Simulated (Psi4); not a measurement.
SiH₄S₂O: single-point calculation

SiH₄S₂O, computed with TPSSh/6-311+G**, RKS (Psi4 1.11).

The geometry comes from this level: PBE0-D4/def2-TZVP.

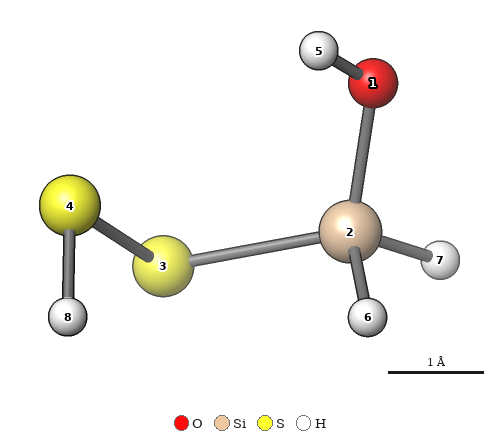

The structure (ball-and-stick view, seen at a tilt; atoms are numbered from 1 in the order of the input). Bond lengths as drawn: H–O 0.96 Å, H–S 1.35 Å, H–Si 1.48 Å, O–Si 1.64 Å, S–S 2.07 Å and S–Si 2.15 Å.

### Input (run.py)
```python
import psi4

psi4.set_memory('1600 MB')
psi4.set_num_threads(1)
psi4.set_output_file('psi4.out', False)

molecule = psi4.geometry("""
0 1
O      0.267700     1.142800    -1.342000
Si     0.928500     0.284000    -0.115400
S      0.155000    -1.713700     0.018200
S     -1.811500    -1.128300     0.276200
H     -0.681500     1.279900    -1.299000
H      0.669200     0.936800     1.192300
H      2.374700     0.159000    -0.404700
H     -1.810000    -1.017500     1.618400
symmetry c1
""")

options = {'basis': '6-311+G**', 'reference': 'rks', 'scf_type': 'df', 'guess': 'sapgau'}
psi4.set_options(options)

result = psi4.energy('tpssh', molecule=molecule)
print('E =', round(result, 9))
```

Run as:
```bash
python run.py
```

### Output
```
Psi4 1.11 release

   => Loading Basis Set <=

    Name: 6-311+G**
    Role: ORBITAL
    Keyword: BASIS

         ---------------------------------------------------------
                                   SCF
                              RKS Reference
                        1 Threads,   1525 MiB Core
         ---------------------------------------------------------

  ==> Geometry <==

    Molecular point group: c1
    Full point group: C1

    Geometry (in Angstrom), charge = 0, multiplicity = 1:

       Center              X                  Y                   Z               Mass
    ------------   -----------------  -----------------  -----------------  -----------------
         O            0.465530601181     1.707988905912    -1.215463006716    15.994914619570
         SI           1.126330601181     0.849188905912     0.011136993284    27.976926534650
         S            0.352830601181    -1.148511094088     0.144736993284    31.972071174400
         S           -1.613669398819    -0.563111094088     0.402736993284    31.972071174400
         H           -0.483669398819     1.845088905912    -1.172463006716     1.007825032230
         H            0.867030601181     1.501988905912     1.318836993284     1.007825032230
         H            2.572530601181     0.724188905912    -0.278163006716     1.007825032230
         H           -1.612169398819    -0.452311094088     1.744936993284     1.007825032230

  Running in c1 symmetry.

  Rotational constants: A =      0.18499  B =      0.07580  C =      0.05975 [cm^-1]
  Rotational constants: A =   5545.87035  B =   2272.46714  C =   1791.16680 [MHz]
  Nuclear repulsion =  286.065460086064377

  Charge       = 0
  Multiplicity = 1
  Electrons    = 58
  Nalpha       = 29
  Nbeta        = 29

  ==> Algorithm <==

  SCF Algorithm Type is DF.
  DIIS enabled.
  MOM disabled.
  Fractional occupation disabled.
  Guess Type is SAPGAU.
  Energy threshold   = 1.00e-06
  Density threshold  = 1.00e-06
  Integral threshold = 1.00e-12

  ==> Primary Basis <==

  Basis Set: 6-311+G**
    Blend: 6-311+G**
    Number of shells: 68
    Number of basis functions: 136
    Number of Cartesian functions: 140
    Spherical Harmonics?: true
    Max angular momentum: 2

  ==> DFT Potential <==

   => LibXC <=

    Version 7.1.2

   => Composite Functional: TPSSH <=

    TPSSh Hyb-GGA Exchange-Correlation Functional

    Deriv               =              1
    GGA                 =           TRUE
    Meta                =           TRUE

    Exchange Hybrid     =           TRUE
    MP2 Hybrid          =          FALSE

   => Exchange Functionals <=

    0.9000   Tao, Perdew, Staroverov & Scuseria

   => Exact (HF) Exchange <=

    0.1000               HF

   => Correlation Functionals <=

    1.0000   Tao, Perdew, Staroverov & Scuseria

   => LibXC Density Thresholds  <==

    XC_HYB_MGGA_XC_TPSSH:  1.00E-15

   => Molecular Quadrature <=

    Radial Scheme          =       TREUTLER
    Pruning Scheme         =           NONE
    Nuclear Scheme         =       TREUTLER

    Blocking Scheme        =         OCTREE
    BS radius alpha        =              1
    Pruning alpha          =              1
    Radial Points          =             75
    Spherical Points       =            302
    Total Points           =         174170
    Total Blocks           =           1376
    Max Points             =            256
    Max Functions          =            125
    Weights Tolerance      =       1.00E-15

   => Loading Basis Set <=

    Name: (6-311+G** AUX)
    Role: JKFIT
    Keyword: DF_BASIS_SCF

   => Loading Basis Set <=

    Name: SAP_HELFEM_LARGE
    Role: ORBITAL
    Keyword: SAPGAU_BASIS

  ==> Integral Setup <==

  DFHelper Memory: AOs need 0.093 GiB; user supplied 0.093 GiB.
  SCF_SUBTYPE=INCORE selected. In-core MEM_DF algorithm will be used.
  Using in-core AOs.

  ==> MemDFJK: Density-Fitted J/K Matrices <==

    J tasked:                   Yes
    K tasked:                   Yes
    wK tasked:                   No
    Memory [MiB]:                94
    Algorithm:                 Core
    Schwarz Cutoff:           1E-12
    Mask sparsity (%):       6.2933
    Fitting Condition:        1E-10

   => Auxiliary Basis Set <=

  Basis Set: (6-311+G** AUX)
    Blend: HEAVY-AUG-CC-PVTZ-JKFIT
    Number of shells: 196
    Number of basis functions: 662
    Number of Cartesian functions: 811
    Spherical Harmonics?: true
    Max angular momentum: 4

  Cached 50.0% of DFT collocation blocks in 0.596 [GiB].

  Minimum eigenvalue in the overlap matrix is 1.0436051783E-03.
  Reciprocal condition number of the overlap matrix is 1.2617746921E-04.
    Using symmetric orthogonalization.

  ==> Pre-Iterations <==

   -------------------------------------------------------
    Irrep   Nso     Nmo     Nalpha   Nbeta   Ndocc  Nsocc
   -------------------------------------------------------
     A        136     136      29      29      29       0
   -------------------------------------------------------
    Total     136     136      29      29      29       0
   -------------------------------------------------------

  ==> Iterations <==

                           Total Energy        Delta E     RMS |[F,P]|

   @DF-RKS iter   1: -1162.99838373619377   -1.16300e+03   9.43828e-03 ADIIS/DIIS
   @DF-RKS iter   2: -1156.75499972053285    6.24338e+00   1.84933e-02 ADIIS/DIIS
   @DF-RKS iter   3: -1163.33863013616474   -6.58363e+00   5.60372e-03 ADIIS/DIIS
   @DF-RKS iter   4: -1163.63484777839858   -2.96218e-01   1.80192e-03 ADIIS/DIIS
   @DF-RKS iter   5: -1163.66454267316362   -2.96949e-02   7.08267e-04 ADIIS/DIIS
   @DF-RKS iter   6: -1163.66851085512599   -3.96818e-03   2.60998e-04 ADIIS/DIIS
   @DF-RKS iter   7: -1163.66913817301202   -6.27318e-04   6.32742e-05 DIIS
   @DF-RKS iter   8: -1163.66917683605379   -3.86630e-05   2.17161e-05 DIIS
   @DF-RKS iter   9: -1163.66918133548302   -4.49943e-06   6.30556e-06 DIIS
   @DF-RKS iter  10: -1163.66918174485818   -4.09375e-07   2.11236e-06 DIIS
   @DF-RKS iter  11: -1163.66918178602964   -4.11715e-08   3.00584e-07 DIIS
  Energy and wave function converged.

  ==> Post-Iterations <==

   Electrons on quadrature grid:
      Ntotal   =   58.0000051811 ; deviation = 5.181e-06

    Orbital Energies [Eh]
    ---------------------

    Doubly Occupied:

       1A    -88.750001     2A    -88.730096     3A    -66.018697
       4A    -19.068326     5A     -7.904048     6A     -7.885298
       7A     -5.856263     8A     -5.851472     9A     -5.843824
      10A     -5.837933    11A     -5.831168    12A     -5.826047
      13A     -5.256053    14A     -3.605245    15A     -3.603776
      16A     -3.601772    17A     -1.005422    18A     -0.798240
      19A     -0.658131    20A     -0.556849    21A     -0.471122
      22A     -0.433053    23A     -0.390521    24A     -0.386107
      25A     -0.353329    26A     -0.340365    27A     -0.311062
      28A     -0.261830    29A     -0.253883

    Virtual:

      30A     -0.069996    31A     -0.019766    32A     -0.012087
      33A      0.002905    34A      0.019338    35A      0.033112
      36A      0.040137    37A      0.048803    38A      0.049187
      39A      0.062775    40A      0.069534    41A      0.077683
      42A      0.083205    43A      0.098571    44A      0.102370
      45A      0.112142    46A      0.125095    47A      0.146132
      48A      0.163167    49A      0.184667    50A      0.210212
      51A      0.217980    52A      0.244728    53A      0.257875
      54A      0.265817    55A      0.280654    56A      0.300281
      57A      0.313546    58A      0.316820    59A      0.329895
      60A      0.344614    61A      0.348361    62A      0.399330
      63A      0.403487    64A      0.412779    65A      0.504918
      66A      0.519101    67A      0.542656    68A      0.577624
      69A      0.608628    70A      0.646491    71A      0.665033
      72A      0.689957    73A      0.714800    74A      0.717010
      75A      0.760623    76A      0.800552    77A      0.839238
      78A      0.843744    79A      0.889023    80A      0.923640
      81A      0.948901    82A      1.022028    83A      1.056081
      84A      1.082561    85A      1.094160    86A      1.120814
      87A      1.216689    88A      1.230496    89A      1.308951
      90A      1.362831    91A      1.395843    92A      1.416749
      93A      1.447617    94A      1.472625    95A      1.533167
      96A      1.544493    97A      1.596059    98A      1.649942
      99A      1.703275   100A      1.729736   101A      1.758815
     102A      1.803683   103A      1.861661   104A      1.909678
     105A      1.988974   106A      2.051293   107A      2.122872
     108A      2.150570   109A      2.543458   110A      2.677519
     111A      2.733647   112A      2.773685   113A      2.897109
     114A      3.067063   115A      3.098056   116A      3.319549
     117A      3.820524   118A      4.985252   119A      5.019613
     120A      5.486511   121A      5.665391   122A      7.758445
     123A      7.795768   124A     11.336840   125A     11.400684
     126A     11.445394   127A     17.277792   128A     17.283726
     129A     17.292744   130A     17.323944   131A     17.391757
     132A     17.432907   133A     50.048708   134A    141.392370
     135A    189.268899   136A    189.296578

    Final Occupation by Irrep:
              A
    DOCC [    29 ]
    NA   [    29 ]
    NB   [    29 ]

  @DF-RKS Final Energy: -1163.66918178602964

   => Energetics <=

    Nuclear Repulsion Energy =            286.0654600860643768
    One-Electron Energy =               -2177.3206556521545281
    Two-Electron Energy =                 802.1271965239862993
    DFT Exchange-Correlation Energy =     -74.5411827439256740
    Empirical Dispersion Energy =           0.0000000000000000
    VV10 Nonlocal Energy =                  0.0000000000000000
    Total Energy =                      -1163.6691817860296396

Computation Completed

Properties will be evaluated at   0.000000,   0.000000,   0.000000 [a0]

Properties computed using the SCF density matrix

 Multipole Moments:

 ------------------------------------------------------------------------------------
     Multipole            Electronic (a.u.)      Nuclear  (a.u.)        Total (a.u.)
 ------------------------------------------------------------------------------------

 L = 1.  Multiply by 2.5417464519 to convert [e a0] to [Debye]
 Dipole X            :         -1.5809506            1.2532189           -0.3277318
 Dipole Y            :         -3.0505453            3.3742128            0.3236676
 Dipole Z            :         -0.8995113            1.5211267            0.6216155
 Magnitude           :                                                    0.7736760

 ------------------------------------------------------------------------------------

	total time  =         43 seconds =       0.72 minutes
```

### Standard output
```
E = -1163.669181786
```

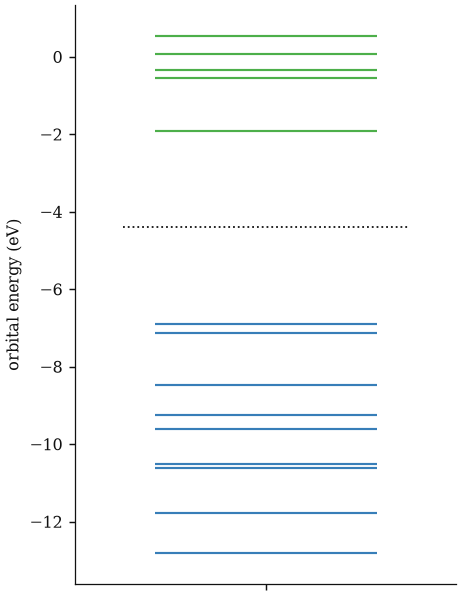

Orbital energies near the frontier; the dotted line parts filled from empty levels, and levels within 0.02 eV of each other stand side by side. Highest filled −6.91 eV, lowest empty −1.90 eV, 5.01 eV apart.

### Key numbers

- outcome: converged
- total energy: −1163.669182 hartree
- basis functions: 136
- HOMO: −6.91 eV
- LUMO: −1.90 eV
- dipole moment: 1.97 D
- hardware: 1 thread of Intel Xeon @ 2.50GHz (Skylake/Cascade Lake), 192 GiB of memory available, shared host
- wall time: 46 s
- peak memory: 0.93 GiB
